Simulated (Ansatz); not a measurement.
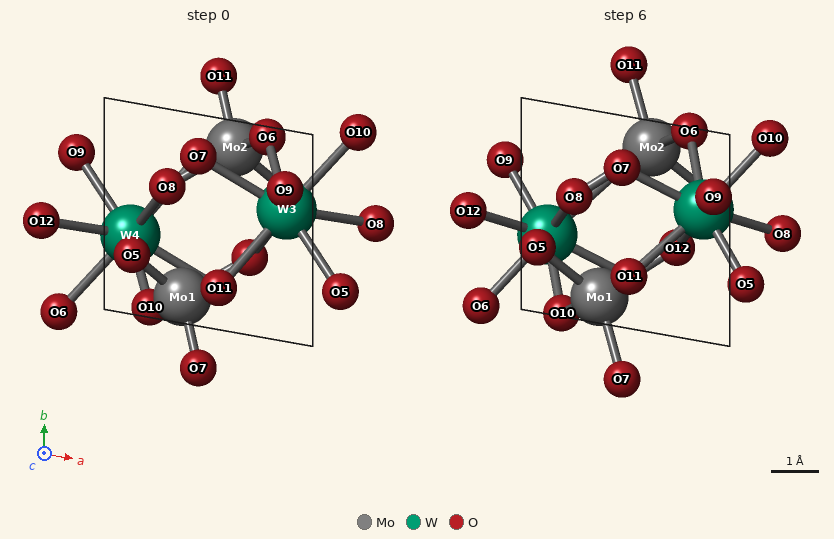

The structure of crystalline MoWO$_{4}$ (a generated structure, set up in I4_1/a) before (left) and after (right) a relaxation, at one scale.

The picture is a ball-and-stick view of the cell of the calculation, seen along the c axis.

The start is a swapped structure.

The calculation used Ansatz 0.2.0, DFT, PAW plane waves, r2SCAN.

Input file:
```yaml
crystal:
  lattice:
    - [0.0, 4.883058, 0.0]
    - [4.883058, 0.0, 0.0]
    - [2.441529, 2.441529, -5.30166]
  atoms:
    - { symbol: Mo, position: [0.375, 0.125, 0.75] }
    - { symbol: Mo, position: [0.625, 0.875, 0.25] }
    - { symbol: W, position: [0.875, 0.625, 0.75] }
    - { symbol: W, position: [0.125, 0.375, 0.25] }
    - { symbol: O, position: [0.1331, 0.2821, 0.9158] }
    - { symbol: O, position: [0.7821, 0.9511, 0.4158] }
    - { symbol: O, position: [0.4511, 0.8021, 0.9158] }
    - { symbol: O, position: [0.3021, 0.6331, 0.4158] }
    - { symbol: O, position: [0.8669, 0.7179, 0.0842] }
    - { symbol: O, position: [0.2179, 0.0489, 0.5842] }
    - { symbol: O, position: [0.5489, 0.1979, 0.0842] }
    - { symbol: O, position: [0.6979, 0.3669, 0.5842] }
  symmetry: { tolerance: 0.0003 }
kpoints:
  mp_grid: { grid: [4, 4, 4], shift: [0, 0, 0] }
magnetization:
  spin_polarized: false
scf:
  occupations: { method: fermi_dirac, width: 0.0187 }
  lower_state_search: "off"
hamiltonian:
  pseudopotentials: { kind: paw }
  xc: r2scan
basis:
  ecutwfc: 500
  fft_grid_basis: typed
relax:
  max_steps: 80
  f_tol: 0.03
output:
  forces: true
  stress: true
  eigenvalues: true
  bader: true
  populations: true
  elf: true
  write_potential: true
  volumetric_format: npy
  dos:
    e_range: [-12, 8]
    de: 0.05
    projected: { site_lists: { Mo: [Mo], O: [O], W: [W] } }
checkpoint:
  read: saved_state
```

Command:
```bash
ansatz run input.yaml --threads 2 --pin off --max-ram 3584MiB --backend cpu --events-out ev --progress --plain --runs-dir out
```

Question: Summarise the run.

Answer: After 6 geometry steps the energy has fallen by 765 meV per atom. Largest force component: 7.3 eV/Å at the start, 0.016 eV/Å at the end. The largest moves, 0.30 Å, are those of 8 atoms (O5, O6, O7, O8 and others). O12 goes roughly along [2 2 −1]. Mo and W stay in place. The cell stays as it was. Among the contacts that change: Mo1–O10 1.658 → 1.952 Å, W3–O10 2.271 → 2.073 Å, W3–O11 2.314 → 2.212 Å. Bond angles that change, for instance: W3–O11–W4 103.6° → 114.4°, Mo2–O11–W3 129.5° → 119.8°, Mo2–O11–W4 122.2° → 118.1°. The space group stays I4_1/a (No. 88). The run took of the order of 5 core-minutes on a shared host.
